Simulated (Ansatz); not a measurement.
Cd3HgO4

Input file:

```
crystal:
  lattice:
    - [3.5655266748, -4.5792054955, 0.0]
    - [3.5655266748, 4.5792054955, 0.0]
    - [0.0, 0.0, 3.4685645619]
  atoms:
    - { symbol: Cd, position: [0.0, 0.5, 0.0] }
    - { symbol: Cd, position: [0.0, 0.0, 0.5] }
    - { symbol: Cd, position: [0.5, 0.0, 0.0] }
    - { symbol: Hg, position: [0.5, 0.5, 0.5] }
    - { symbol: O, position: [0.784882436, 0.784882436, 0.0] }
    - { symbol: O, position: [0.7351211419, 0.2648788581, 0.5] }
    - { symbol: O, position: [0.2648788581, 0.7351211419, 0.5] }
    - { symbol: O, position: [0.215117564, 0.215117564, 0.0] }
basis:
  ecutwfc: 420
kpoints:
  mp_grid: { grid: [8, 8, 12] }
  band_path:
    path:
      - [[0.0, 0.0, 0.0], [-0.5, 0.5, 0.0], [-0.40156786, 0.59843214, 0.0]]
      - [[0.40156786, 0.40156786, 0.0], [0.0, 0.0, 0.0], [0.0, 0.0, 0.5], [0.40156786, 0.40156786, 0.5]]
      - [[-0.40156786, 0.59843214, 0.5], [-0.5, 0.5, 0.5], [-0.5, 0.5, 0.0]]
      - [[0.0, 0.0, 0.0], [0.0, 0.5, 0.0], [0.0, 0.5, 0.5], [0.0, 0.0, 0.5], [-0.5, 0.5, 0.5]]
    npoints: 14
hamiltonian:
  xc: pbesol
scf:
  occupations: { method: gaussian, width: 0.1 }
  n_extra_bands: 20
output:
  forces: true
  stress: true
  eigenvalues: true
  populations: true
  dos: { projected: true, de: 0.02, nscf_kmesh: { grid: [10, 10, 15] } }
  bader: true
  write_density: true
  write_potential: true
  elf: true
  volumetric_format: npy
```

Run with:

```sh
ansatz run input.yaml --threads 1 --pin off --max-ram 2560MiB --backend cpu --events-out ev --progress --plain --runs-dir out
```

Below, planes, directions and counts refer to the conventional cell (a = 7.13 Å, b = 9.16 Å, c = 3.47 Å, α = 90.00°, β = 90.00°, γ = 90.00°).

Space group Cmmm; a structure generated by program, which may or may not match a known phase; computed pressure about −6 GPa in this cell.

Theory: Ansatz, DFT PBEsol, scalar-relativistic, plane waves, PAW.

Q: Predict the valence pseudo-density and electron localisation function between the atoms.

A: Hg–O (2.15 Å): ρ at the midpoint is about 0.68 e/Å³; the ELF peaks at about 0.80 in the valence shell of O, 0.6 Å from its nucleus, and drops to about 0.20 between the two atoms; no localised pair shows between them.
Cd–O (2.43 Å): ρ at the midpoint is about 0.29 e/Å³; the ELF is about 0.10 at the midpoint (no localised pair shows between them).
Bader's partition of the density gives Cd +1.16, Hg +0.85 and O −1.08 e.

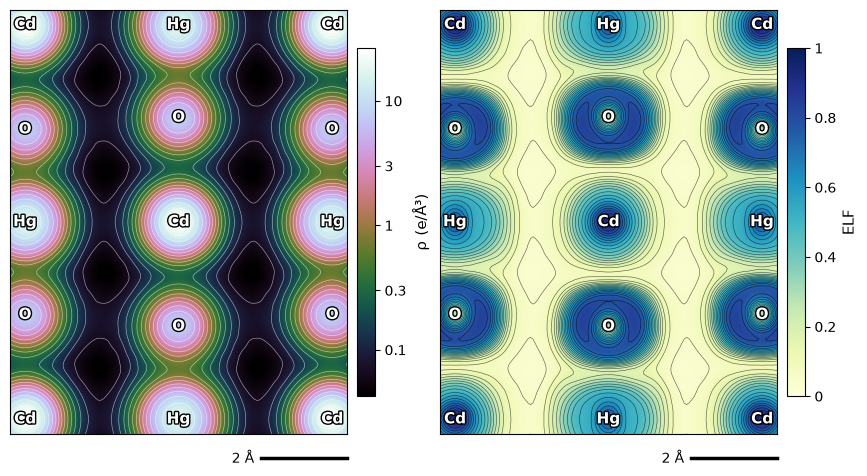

Computed valence pseudo-density and electron localisation function on the (001) plane of the conventional cell, in this order. 

In a PAW calculation such maps are meaningful between the atoms, not at the nuclei.
